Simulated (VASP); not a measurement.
Band structure of Pr (space group P6_3/mmc). Computed with PBE GGA, VASP's PBE PAW potentials (set 64) (plane waves; VASP).

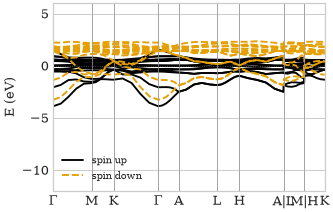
Fig. 1. Bands along high-symmetry lines, zero at the valence-band maximum or, without a gap, the Fermi level

Question: Read the plot: is there a gap, and where are the band edges?

Answer: It has no gap at this level: it comes out as a metal or semimetal.

The structure was generated: Pr was put into an ordered model structure, which need not be its known phase. The cell was not relaxed at this level. The run is one of a series of settings (NBANDS = 25 against the base run), some of them coarse on purpose.
